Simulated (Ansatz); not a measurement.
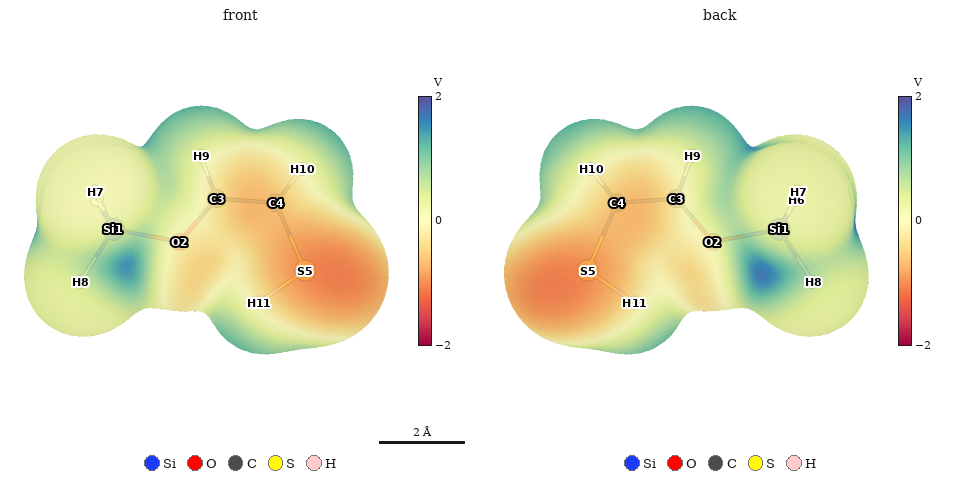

The picture shows: C₂H₆OSSi (SMILES [SiH3]OC=CS). The electrostatic potential painted on the density surface at 0.002 e/bohr³, seen from the front and from behind; the colour scale runs from red (negative) to blue (positive).

The fields and orbitals are those of the mean-field reference, not of the correlated method.

The calculation used SCF B2GP-PLYP, Gaussian basis in Ansatz.

Input file:

```
crystal:
  periodic: [false, false, false]
  atoms:
    - { symbol: Si, position_ang: [-1.4195, 0.7069, -1.0299] }
    - { symbol: O, position_ang: [-0.5318, -0.163, -0.016] }
    - { symbol: C, position_ang: [0.7796, 0.1009, 0.1169] }
    - { symbol: C, position_ang: [1.6883, -0.5914, 0.9383] }
    - { symbol: S, position_ang: [1.0706, -1.9322, 1.8933] }
    - { symbol: H, position_ang: [-0.9358, 0.6686, -2.4258] }
    - { symbol: H, position_ang: [-1.3998, 2.1778, -0.6181] }
    - { symbol: H, position_ang: [-2.8302, 0.2807, -1.0175] }
    - { symbol: H, position_ang: [1.208, 0.9386, -0.4152] }
    - { symbol: H, position_ang: [2.6684, -0.3412, 1.0325] }
    - { symbol: H, position_ang: [-0.2324, -1.9029, 1.562] }
basis:
  gaussian:
    orbitals: cc-pVDZ
hamiltonian:
  xc:
    name: B2GP-PLYP
output:
  orbitals: {}
```

Describe the electrostatic potential map.

The most negative region (about −1.1 V) lies over S5, the most positive (about +1.7 V) over Si1.
